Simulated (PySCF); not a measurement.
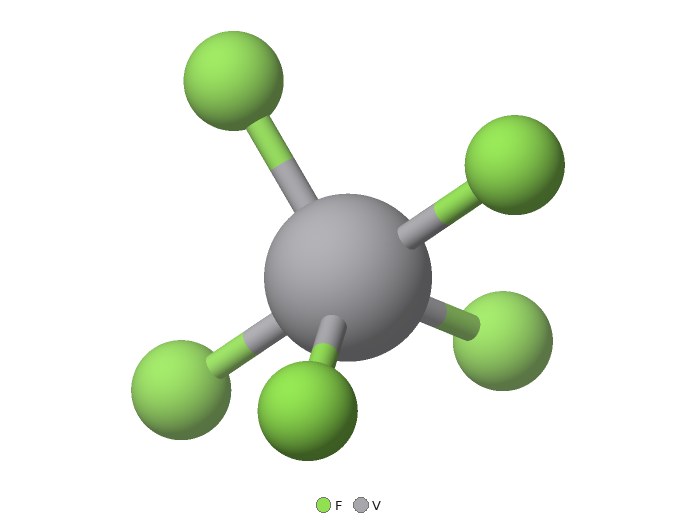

A molecule with one transition-metal atom. Charge 0, singlet. Computed geometry: PBE0-D3(BJ)/def2-SVP optimisation. No frequency run is at hand to confirm it as a minimum.

Describe the coordination sphere.

Answer. V binds 5 atoms: 5 F at 1.68–1.72 Å. The arrangement is trigonal bipyramidal.

Give the formal oxidation state and the d-electron count.

Answer. V(V), d⁰, counting the ligands as closed-shell ions or neutral donors.
